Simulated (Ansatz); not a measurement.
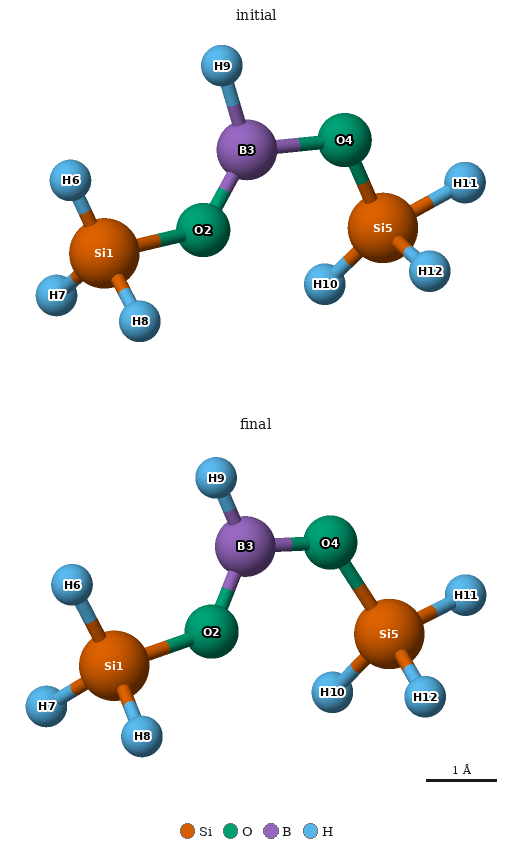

The structure of BSi2H7O2 before (top) and after (bottom) a relaxation, at one scale.

Style: ball-and-stick. Shown at a tilt.

The calculation used RKS wB97X/ANO-RCC-VTZP in Ansatz.

Input
```yaml
crystal:
  periodic: [false, false, false]
  atoms:
    - {symbol: Si, position_ang: [-1.576953, 1.059390, 1.684705]}
    - {symbol: O, position_ang: [-0.536318, 0.351867, 0.449167]}
    - {symbol: B, position_ang: [0.735108, 0.627540, 0.074004]}
    - {symbol: O, position_ang: [1.636599, -0.240014, -0.893407]}
    - {symbol: Si, position_ang: [0.898038, -1.294433, -1.783056]}
    - {symbol: H, position_ang: [-1.000723, 1.998330, 2.231638]}
    - {symbol: H, position_ang: [-2.581155, 1.454056, 0.633489]}
    - {symbol: H, position_ang: [-1.981008, -0.079277, 2.276579]}
    - {symbol: H, position_ang: [1.526457, 1.550671, 0.688115]}
    - {symbol: H, position_ang: [-0.312535, -1.009442, -2.311106]}
    - {symbol: H, position_ang: [2.091172, -1.722498, -2.447529]}
    - {symbol: H, position_ang: [0.915829, -2.428478, -0.778072]}
basis:
  gaussian: {orbitals: ANO-RCC-VTZP}
hamiltonian: {xc: {name: wB97X}}
relax: {f_tol: 0.0001, max_steps: 3}
```

Launched with:
```bash
ansatz run in.yaml --threads 4 --pin off --events-out ev --progress --plain --max-ram 10444MiB
```

**Summarise the run.**

The relaxation stopped without meeting its thresholds, so the last structure isn't shown to be converged. The input was poor on purpose: steps. After 2 geometry steps the energy has fallen by 77.6 kcal/mol. The largest force component goes from 8.3 to 1.6 eV/Å. The atom that moves furthest after the best rigid fit is H12 (0.26 Å). Largest moves by element: H 0.26 Å, Si 0.24 Å, O 0.23 Å, B 0.18 Å. Near-neighbour distances that change, for instance: Si1–H6 1.230 → 1.473 Å, B3–O4 1.582 → 1.386 Å, B3–H9 1.362 → 1.183 Å, Si5–H10 1.351 → 1.496 Å. Among the angles between lasting bonds that change: H10–Si5–H11 128.9° → 104.4°, O2–Si1–H7 90.5° → 109.8°, H11–Si5–H12 94.3° → 112.9°. Cost: 71 s on 4 threads of Arm Neoverse V2, on a shared host.
